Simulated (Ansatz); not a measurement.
# SiH2F− (SMILES F[SiH2-]) at 6 levels

Wanted: a comparison of 6 runs (SVWN5/STO-3G, UPBE0/STO-3G, wB97M-V/STO-3G, MP2/STO-3G, CCSD/STO-3G, CCSD(T)/STO-3G) of SiH2F−. 

Program for the calculation: Ansatz 0.2.0.

3 further runs of the same task are left out: 2 that didn't finish, 1 set aside as unsound or not needed.

## 1. The structure to begin with

SiH2F− has 4 atoms, charge -1, and is taken as a singlet. SMILES: `F[SiH2-]`. The Si2–F1 distance was set to 2.583 Å, away from the relaxed value. At this shape a bond of the SMILES string is far longer than usual.

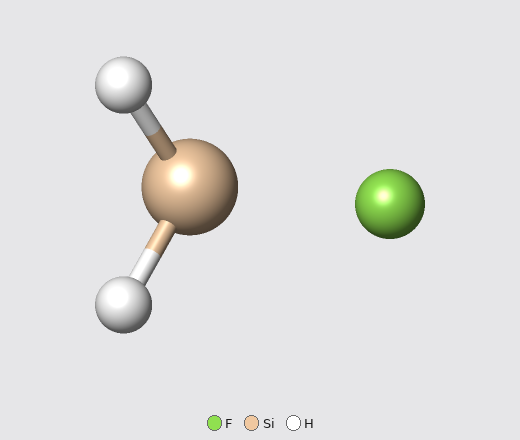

Viewed from a chosen angle; fluorine green, silicon light orange, hydrogen white.

## 2. A single-point energy at SVWN5/STO-3G (run 1)

File input.yaml:

```yaml
crystal:
  periodic: [false, false, false]
  atoms:
    - {symbol: F, position_ang: [1.893357, 1.232076, -0.355770]}
    - {symbol: Si, position_ang: [-0.114010, -0.391590, -0.440070]}
    - {symbol: H, position_ang: [-1.185360, 0.658330, -0.143280]}
    - {symbol: H, position_ang: [0.075140, -0.957590, 0.967210]}
basis:
  gaussian:
    orbitals: STO-3G
accuracy: high
total_charge: -1
hamiltonian:
  xc: {name: SVWN5}
```

Launch:

```bash
$ ansatz run input.yaml --threads 1 --pin off --max-ram 2610MiB --events-out events.jsonl --progress --plain --runs-dir runs
```

Output:

```text
Warning: RAYON_NUM_THREADS=1 ignored (pool sized by the plan → 1); use --threads N
Functional definition: SVWN5
  name "SVWN5"
  exchange = slater_x
  correlation = vwn5_c
255 factors; integrals over basis functions are off by at most 1.7e-8 eV
mean field evaluation 1: about -10423.7785 eV, gradient 4.4e1 eV
mean field evaluation 2: about -10427.0654 eV, gradient 2.1e1 eV
mean field evaluation 4: about -10422.3871 eV, gradient 4.6e1 eV
mean field evaluation 8: about -10435.2920 eV, gradient 1.3e1 eV
mean field evaluation 16: about -10436.3753 eV, gradient 3.0e-7 eV
mean field -10436.37525632 eV, -383.5297166407 hartree, gradient 1.5e-8 eV, S^2 0.000000; 0 other end points of the search recorded, 0 dependent functions left out
reference -10436.37525778 eV, -383.5297166941 hartree; 13, 13 occupied and 3, 3 virtual orbitals, 255 factors
Total energy: -10436.37525778 eV, -383.5297166941 hartree
```

Run time: 0.46 s. Hardware: 1 thread of Arm Neoverse V2, shared host.

## 3. The energy at UPBE0/STO-3G (run 2)

File molecule.yaml:

```yaml
crystal:
  periodic: [false, false, false]
  atoms:
    - symbol: F
      position_ang: [1.893357, 1.232076, -0.355770]
    - symbol: Si
      position_ang: [-0.114010, -0.391590, -0.440070]
    - symbol: H
      position_ang: [-1.185360, 0.658330, -0.143280]
    - symbol: H
      position_ang: [0.075140, -0.957590, 0.967210]
basis:
  gaussian:
    orbitals: STO-3G
total_charge: -1
magnetization:
  spin_polarized: true
hamiltonian:
  xc: pbe0
accuracy: high
```

Launch:

```bash
$ ansatz run molecule.yaml --threads 1 --pin off --max-ram 2610MiB --events-out events.jsonl --progress --plain --runs-dir runs
```

Output:

```text
Warning: RAYON_NUM_THREADS=1 ignored (pool sized by the plan → 1); use --threads N
Functional definition: PBE0
  name "PBE0"
  parameter a = 0.25
  parameter kappa = 0.804
  parameter beta = 0.06672455060314922
  exchange = (1 - a)*pbe_x(kappa = kappa, mu = beta*pi^2/3) + a*exact_x
  correlation = pbe_c(beta = beta)
255 factors; integrals over basis functions are off by at most 1.7e-8 eV
mean field evaluation 1: about -10480.7965 eV, gradient 9.7e0 eV
mean field evaluation 2: about -10479.2911 eV, gradient 1.1e1 eV
mean field evaluation 4: about -10481.2304 eV, gradient 7.8e0 eV
mean field evaluation 8: about -10481.8208 eV, gradient 9.8e-2 eV
mean field evaluation 16: about -10481.8209 eV, gradient 2.7e-6 eV
mean field evaluation 32: about -10481.9195 eV, gradient 1.7e-8 eV
mean field -10481.91951040 eV, -385.2034371068 hartree, gradient 1.7e-8 eV, S^2 0.307246; 4 other end points of the search recorded, 0 dependent functions left out
reference -10481.91951153 eV, -385.2034371486 hartree; 13, 13 occupied and 3, 3 virtual orbitals, 255 factors
Total energy: -10481.91951153 eV, -385.2034371486 hartree
```

It took 2.2 s on 1 thread of Arm Neoverse V2, shared host; peak memory 0.12 GiB.

Runs 3 to 5 aren't shown in full; the table further down has their settings and results.

## 4. The energy at CCSD(T)/STO-3G (run 6)

File molecule.yaml:

```yaml
crystal:
  periodic: [false, false, false]
  atoms:
    - {symbol: F, position_ang: [1.893357, 1.232076, -0.355770]}
    - {symbol: Si, position_ang: [-0.114010, -0.391590, -0.440070]}
    - {symbol: H, position_ang: [-1.185360, 0.658330, -0.143280]}
    - {symbol: H, position_ang: [0.075140, -0.957590, 0.967210]}
basis:
  gaussian:
    orbitals: STO-3G
total_charge: -1
correlation:
  method: ccsd_t
  frozen_orbitals: {F: 1, H: 0, Si: 5}
accuracy: high
scf:
  omitted_lower_state_checks: [cluster_reference, increment]
```

Launch:

```bash
$ ansatz run molecule.yaml --threads 1 --pin off --max-ram 2610MiB --events-out events.jsonl --progress --plain --runs-dir runs
```

Output:

```text
Warning: RAYON_NUM_THREADS=1 ignored (pool sized by the plan → 1); use --threads N
[... 12 lines left out ...]
6 core orbitals not correlated: weight in the atoms' cores, before any rotation towards them, 1.000 or more for the frozen orbitals, at most 0.000 for the correlated occupied ones
[... 35 lines left out ...]
WARN: these amplitudes may be one of several solutions (largest doubles amplitude 0.42, level shift 2.10 eV)
Total energy: -10463.61563309 eV, -384.5307820226 hartree
Checks for a lower state left out: cluster_reference, increment
```

Run time: 0.1 s. Hardware: 1 thread of Arm Neoverse V2, shared host.

## 5. Overview of the runs

```csv
run,level,frozen core orbitals,energy (Eh),wall time
1,SVWN5/STO-3G,–,-383.529717,0.46 s
2,UPBE0/STO-3G,–,-385.203437,2.2 s
3,wB97M-V/STO-3G,–,-385.411738,10 s
4,MP2/STO-3G,6,-384.488590,0.1 s
5,CCSD/STO-3G,6,-384.529238,0.12 s
6,CCSD(T)/STO-3G,6,-384.530782,0.1 s
```

## 6. Summary of results

| quantity | value |
| --- | --- |
| run 6: total energy | -384.53078 Eh |
| run 6: correlation energy (6 core orbitals frozen) | -111.0 mEh |
| run 6: (T) correction | -1.54 mEh |
| run 6: T1 diagnostic | 0.058 |

**Reading.** Totals of different functionals can't be ranked against each other. In runs 5, 6 the T1 diagnostic is large, so a single reference may not serve. In runs 4, 5, 6 the log says that unrestricted orbitals would lower the reference, so the values rest on an unstable closed-shell determinant (other closed-shell runs at this shape may share the fault). In runs 1, 2, 3, 4, 5, 6 the basis is minimal, so the values are rough. Spin contamination of the reference: run 2 ⟨S²⟩ = 0.31. All runs together took 13 s, the longest 10 s.
